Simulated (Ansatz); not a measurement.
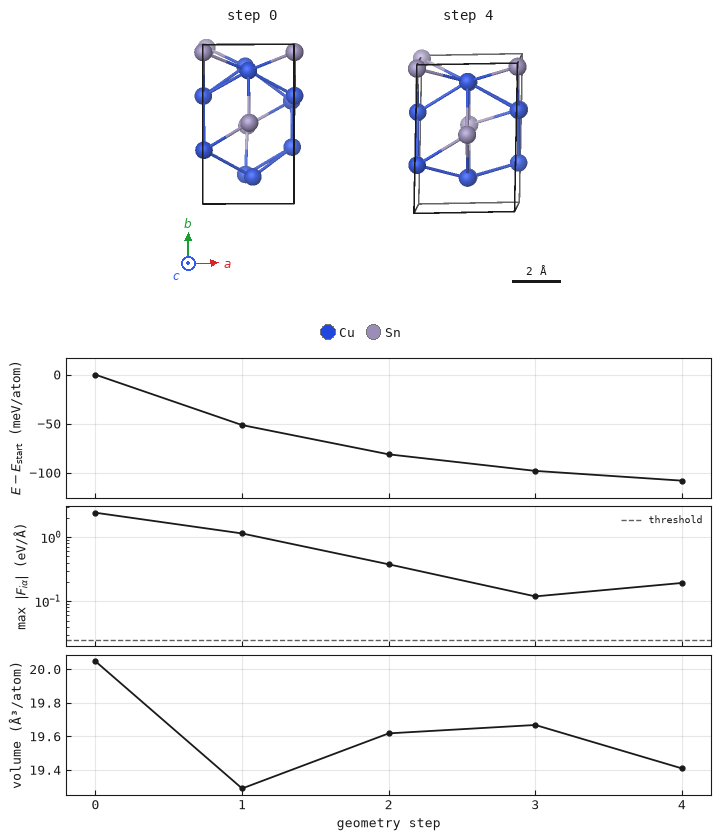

First and last geometry of a relaxation of solid Cu$_{2}$Sn (a generated structure, set up in P1) (coarse preliminary run), with the history of the run. Style: ball-and-stick. Shown: the cell of the calculation, along the c axis.

Level of theory: DFT PBE, scalar-relativistic, plane waves, PAW in Ansatz. (plane-wave cutoff 420 eV; k-point mesh 6 × 4 × 4; occupations gaussian; smearing width 0.2 eV; no spin polarisation; cell and atoms relaxed; force threshold 0.025 eV/Å; at most 60 steps)

Did the run converge, and what did it change?

Answer. The run was cut off at its time limit before the relaxation converged, so the last structure is only a point on the way. Over 4 geometry steps the energy falls by 108 meV per atom. The largest force component goes from 2.4 to 0.19 eV/Å. The pressure goes from 1.21 to 0.11 GPa. The largest move relative to the cell is that of a Cu atom, 0.44 Å along [1 −3 −1]. Largest moves by element: Cu 0.44 Å, Sn 0.33 Å. Cell: a 3.854 → 4.248 Å (+10.2 %), b 6.729 → 6.279 Å (−6.7 %), c 9.277 → 8.787 Å (−5.3 %), α 90.5° → 95.8°, β 89.0° → 91.7°, γ 89.9° → 87.7°. Volume −3.2 %. Near-neighbour distances that change, for instance: Cu–Sn 3.683 → 2.697 Å, Cu–Sn 3.451 → 2.708 Å, Cu–Sn 3.320 → 2.759 Å, Cu–Cu 2.629 → 3.063 Å. New bonds form: Cu–Sn (3.45 → 2.71 Å), Cu–Sn (3.68 → 2.70 Å). Among the angles between lasting bonds that change: Cu–Cu–Cu 121.5° → 102.7°, Cu–Sn–Cu 90.8° → 108.4°, Cu–Cu–Sn 146.8° → 130.9°. The space group stays P1 (No. 1). The run took 9.6 min on 1 thread of Intel(R) Xeon(R) 6975P-C (Granite Rapids) (shared host), peak memory 1.3 GiB.
